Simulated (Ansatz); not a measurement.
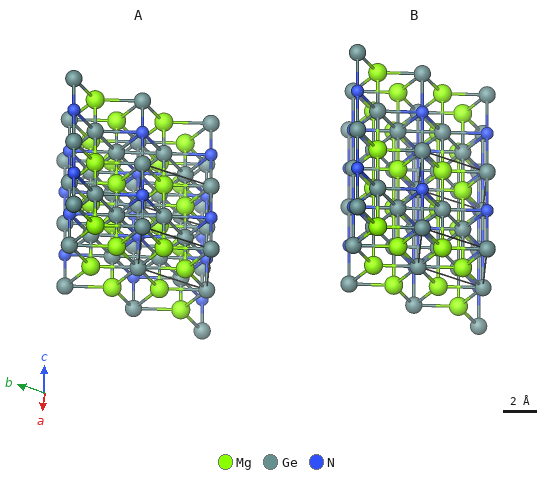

Two geometries of crystalline Mg2Ge3N (a generated structure, set up in P6/mmm) (coarse preliminary run), drawn at one scale. One is the start of a relaxation, the other its converged end. Style: ball-and-stick. Shown: the cell of the calculation, repeated 2 × 2 × 2 with one cell outlined, from a free direction.

Computed with Ansatz 0.2.0, DFT PBE, scalar-relativistic, plane waves, PAW. (plane-wave cutoff 420 eV; k-point mesh 6 × 6 × 4; occupations gaussian; smearing width 0.1 eV; no spin polarisation; cell and atoms relaxed; force threshold 0.04 eV/Å; at most 70 steps)

Q: Which geometry has the lower energy?

A: Structure B is the relaxed one. The energy falls by 2.226 eV per cell of the calculation in 7 accepted moves (9 points after the start). All forces vanish by symmetry, so only the cell relaxes. The pressure goes from 15.37 to 0.00 GPa. At 2 points the geometry stayed and the basis and grid were re-selected for the new cell (energy shift of 91.9 meV per cell of the calculation at most each time). No atom moves by more than 0.005 Å relative to the cell. The drawn cell changes as follows: a = b 5.033 → 4.751 Å (−5.6 %), c 4.456 → 5.467 Å (+22.7 %); the volume changes by +9.3 %. Among the contacts that change: Ge–Mg 2.228 → 2.734 Å, Ge–N 2.228 → 2.734 Å, Ge–Mg 2.906 → 2.743 Å, Ge–Ge 2.906 → 2.743 Å. The space group stays P6/mmm (No. 191).

Limits of the set-up: layers or molecules are held without a dispersion correction, so their spacing is unreliable.
